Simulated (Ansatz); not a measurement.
```yaml
atoms:
  - { symbol: C, position_ang: [2.3977, 0.4394, 0.5009] }
  - { symbol: C, position_ang: [0.9368, 0.6231, 0.0923] }
  - { symbol: C, position_ang: [-1.3110, 0.4427, -2.5534] }
  - { symbol: C, position_ang: [-2.4459, 0.7296, -1.5696] }
  - { symbol: Al, position_ang: [0.4873, 0.3477, -1.7904] }
  - { symbol: F, position_ang: [1.7413, 0.0090, -2.8490] }
  - { symbol: H, position_ang: [2.5569, 0.6239, 1.5763] }
  - { symbol: H, position_ang: [3.0645, 1.1225, -0.0484] }
  - { symbol: H, position_ang: [2.7551, -0.5810, 0.2908] }
  - { symbol: H, position_ang: [0.2792, -0.0431, 0.6836] }
  - { symbol: H, position_ang: [0.5852, 1.6397, 0.3565] }
  - { symbol: H, position_ang: [-1.2898, 1.2058, -3.3543] }
  - { symbol: H, position_ang: [-1.4938, -0.5064, -3.0916] }
  - { symbol: H, position_ang: [-3.4293, 0.7734, -2.0663] }
  - { symbol: H, position_ang: [-2.3082, 1.6918, -1.0496] }
  - { symbol: H, position_ang: [-2.5184, -0.0429, -0.7867] }
```

Geometry: PBE0-D4/def2-SVP.

All numbers below come from Ansatz 0.2.0, isolated molecule in a Gaussian basis; Kohn-Sham density functional theory, functional PBE0.

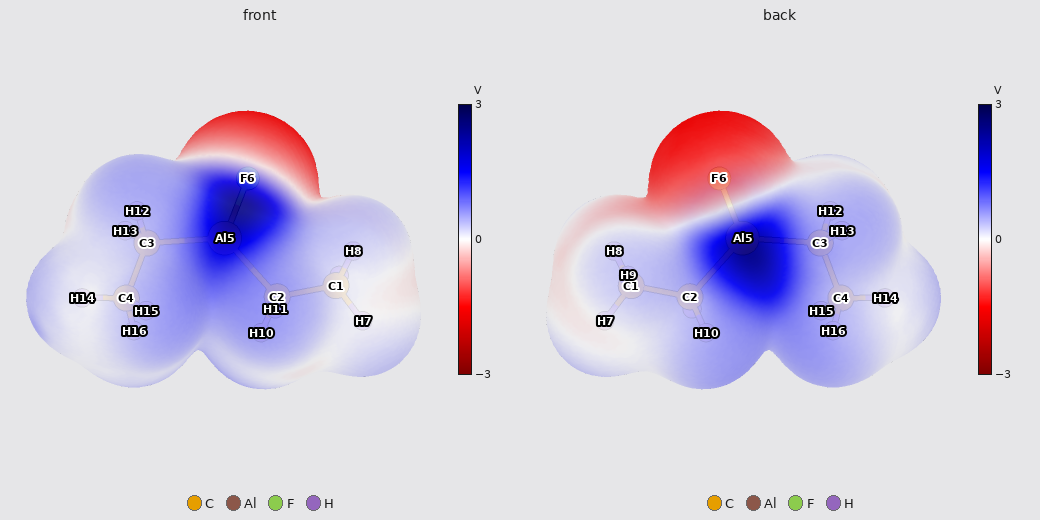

C$_{4}$H$_{10}$AlF. The electrostatic potential painted on the density surface at 0.001 e/bohr³, seen from the front and from behind; the colour scale runs from red (negative) to blue (positive).

**Which sites attract a positive test charge, and which a negative one?**

A positive charge is drawn to the negative regions and a negative charge to the positive ones. The most negative region (about −1.4 V) lies over F6, the most positive (about +2.3 V) over Al5.

**What dipole moment does the calculation give?**

Its dipole moment is 2.05 D.
